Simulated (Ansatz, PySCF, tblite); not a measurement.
Dissociation curve of BH, singlet.

Computed with: RHF/6-31G* = restricted Hartree-Fock/6-31G*, spherical d (PySCF); RCCSD = CCSD on RHF/def2-TZVP, frozen core (Ansatz, a program for electronic structure); GFN2-xTB, 300 K electronic temperature (tblite).

Energies are in kcal/mol, each relative to the lowest point of its own curve near equilibrium.

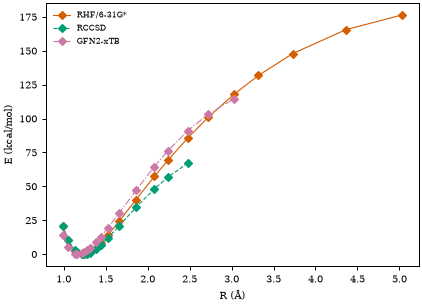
Figure. Energy against bond length for each method.

```json
[
 {"R / Å": "0.99", "RHF/6-31G*": "21.0", "RCCSD": "20.9", "GFN2-xTB": "13.8"},
 {"R / Å": "1.05", "RHF/6-31G*": "10.4", "RCCSD": "10.6", "GFN2-xTB": "5.1"},
 {"R / Å": "1.13", "RHF/6-31G*": "2.6", "RCCSD": "2.9", "GFN2-xTB": "0.4"},
 {"R / Å": "1.16", "RHF/6-31G*": "1.2", "RCCSD": "1.4", "GFN2-xTB": "0.0"},
 {"R / Å": "1.22", "RHF/6-31G*": "0.0", "RCCSD": "0.0", "GFN2-xTB": "0.8"},
 {"R / Å": "1.24", "RHF/6-31G*": "0.0", "RCCSD": "0.0", "GFN2-xTB": "1.4"},
 {"R / Å": "1.28", "RHF/6-31G*": "0.7", "RCCSD": "0.4", "GFN2-xTB": "3.0"},
 {"R / Å": "1.31", "RHF/6-31G*": "1.5", "RCCSD": "1.1", "GFN2-xTB": "4.5"},
 {"R / Å": "1.38", "RHF/6-31G*": "4.6", "RCCSD": "3.7", "GFN2-xTB": "8.6"},
 {"R / Å": "1.44", "RHF/6-31G*": "8.0", "RCCSD": "6.7", "GFN2-xTB": "12.8"},
 {"R / Å": "1.53", "RHF/6-31G*": "14.2", "RCCSD": "12.1", "GFN2-xTB": "19.5"},
 {"R / Å": "1.66", "RHF/6-31G*": "24.1", "RCCSD": "20.8", "GFN2-xTB": "30.2"},
 {"R / Å": "1.86", "RHF/6-31G*": "40.1", "RCCSD": "34.4", "GFN2-xTB": "47.0"},
 {"R / Å": "2.08", "RHF/6-31G*": "57.3", "RCCSD": "48.1", "GFN2-xTB": "64.5"},
 {"R / Å": "2.24", "RHF/6-31G*": "69.2", "RCCSD": "56.7", "GFN2-xTB": "76.1"},
 {"R / Å": "2.48", "RHF/6-31G*": "85.8", "RCCSD": "67.2", "GFN2-xTB": "91.1"},
 {"R / Å": "2.72", "RHF/6-31G*": "100.8", "RCCSD": "—", "GFN2-xTB": "103.2"},
 {"R / Å": "3.03", "RHF/6-31G*": "117.9", "RCCSD": "—", "GFN2-xTB": "114.6"},
 {"R / Å": "3.32", "RHF/6-31G*": "131.8", "RCCSD": "—", "GFN2-xTB": "—"},
 {"R / Å": "3.73", "RHF/6-31G*": "147.9", "RCCSD": "—", "GFN2-xTB": "—"},
 {"R / Å": "4.36", "RHF/6-31G*": "165.5", "RCCSD": "—", "GFN2-xTB": "—"},
 {"R / Å": "5.03", "RHF/6-31G*": "176.4", "RCCSD": "—", "GFN2-xTB": "—"}
]
```

Dashes: no converged value, or the column stops at the first point that the program doubted or that broke a chosen test of continuity, which isn't proof of a fault.

The restricted form behind RHF/6-31G* keeps the bonding electrons paired and can't separate into open-shell fragments. The T1 diagnostic of CCSD on the restricted reference of RCCSD exceeds 0.045 at 2.24 to 5.03 Å.
